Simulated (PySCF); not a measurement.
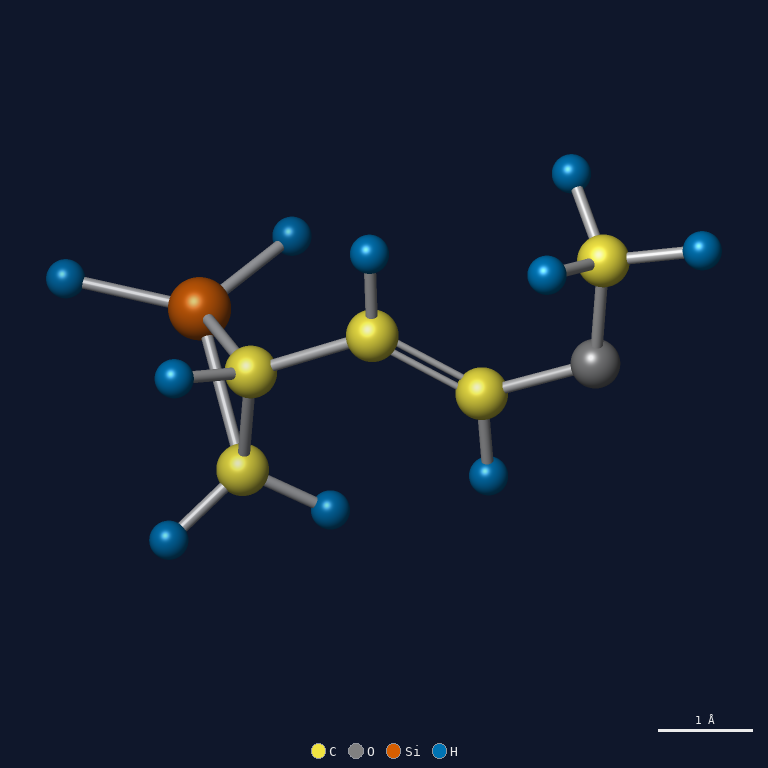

A ball-and-stick model of a molecule.

What is the molecular formula?

Answer. C5H10OSi, 17 atoms: 5 carbon, 10 hydrogen, 1 oxygen and 1 silicon.

Name functional groups in it.

Answer. Among them: ether, alkene, Si–H bond.

Describe its rings.

Answer. Independent rings (smallest set): 1 of 3 members.

How many bonds of each kind are drawn?

Answer. 8 C–H, 3 C–C, 2 C–O, 2 C–Si, 2 Si–H.

The parts below concern this one geometry. Atoms keep their numbers from picture to picture. The geometry was computed by an optimisation with PBE0-D3(BJ)/def2-SVP. No frequency run is at hand to confirm it as a minimum.

**Shape**

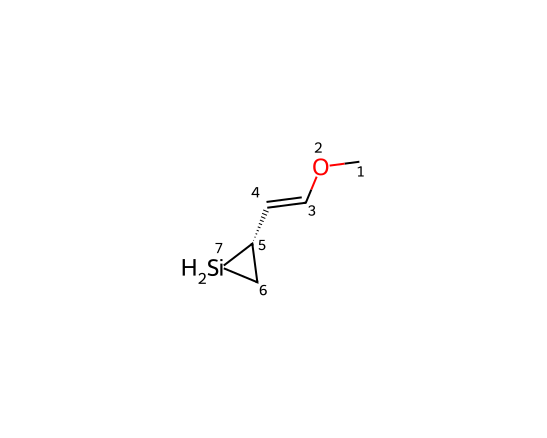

Skeletal drawing with numbered atoms; wedges and dashes mark any stereocentres. The configuration is that of a computed structure (PBE0-D3(BJ)/def2-SVP).

Give the R/S and E/Z labels.

Answer. C5: R; C3=C4: E.

**Charges**

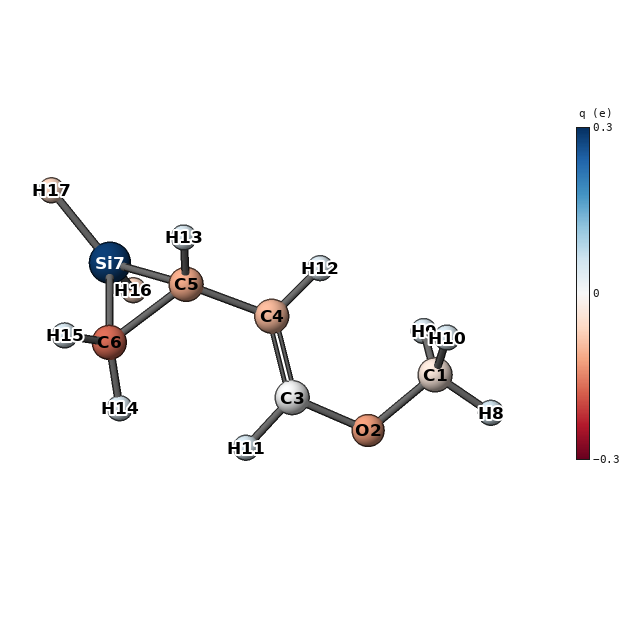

Atoms are coloured by their Hirshfeld charges. No frequency run is at hand to confirm it as a minimum. Level of theory: PBE0/pcSseg-1 in tetrahydrofuran (IEF-PCM) (PySCF 2.14.0).

List the Hirshfeld charges.

| atom | value (e) |
| --- | --- |
| C1 | −0.03 |
| O2 | −0.13 |
| C3 | 0.00 |
| C4 | −0.10 |
| C5 | −0.11 |
| C6 | −0.17 |
| Si7 | 0.28 |
| H8 | 0.06 |
| H9 | 0.04 |
| H10 | 0.04 |
| H11 | 0.05 |
| H12 | 0.04 |
| H13 | 0.05 |
| H14 | 0.05 |
| H15 | 0.05 |
| H16 | −0.06 |
| H17 | −0.06 |

**NMR shielding**

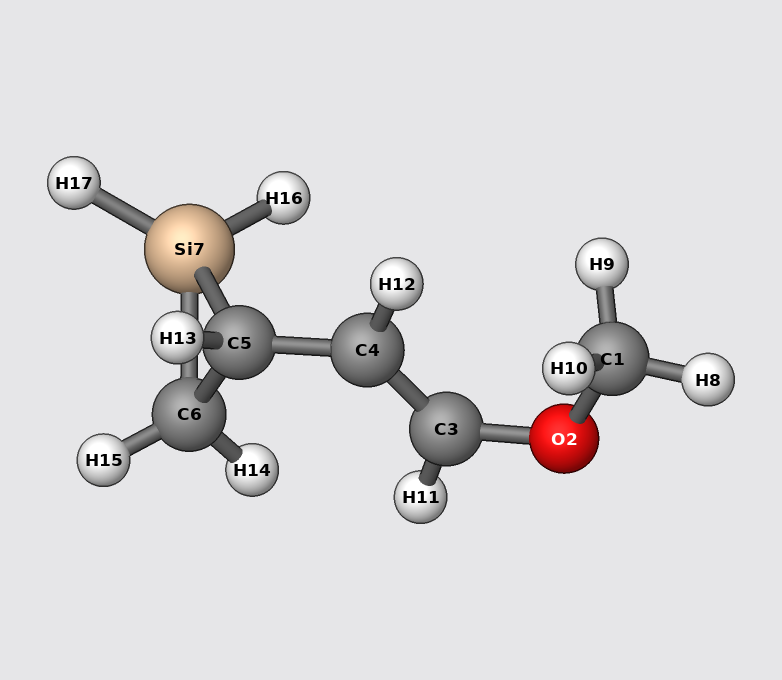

No frequency run is at hand to confirm it as a minimum. Method: GIAO PBE0/pcSseg-1 NMR shielding, non-relativistic, gas phase (PySCF 2.14.0). Principal shieldings σ11 ≤ σ22 ≤ σ33, span Ω = σ33 − σ11, skew κ = 3(σiso − σ22)/Ω.

Give the shielding tensors of the Si atoms.

```tsv
atom	σ11	σ22	σ33	σiso	Ω	κ
Si7	372.2	401.8	675.4	483.1	303.3	0.80
```

Shieldings and span in ppm.

**Ring current**

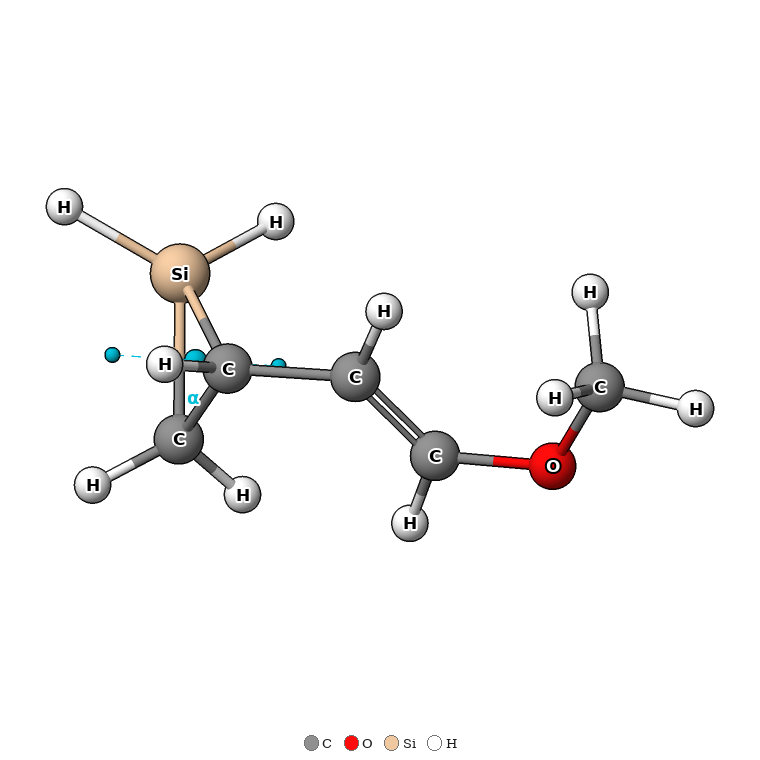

The small points mark where nucleus-independent chemical shifts (NICS) were computed: at the centre of each lettered ring and 1 Å above and below it. No frequency run is at hand to confirm it as a minimum. Level of theory: GIAO PBE0/pcSseg-1 NMR shielding, non-relativistic, IEF-PCM water (PySCF 2.14.0).

Give NICS(0), NICS(1) and the out-of-plane component NICS(1)zz for each ring (means of the two sides).

```csv
ring,members,NICS(0),NICS(1),NICS(1)zz
α,C2Si,−28.8,−8.3,−17.1
```

Values in ppm.
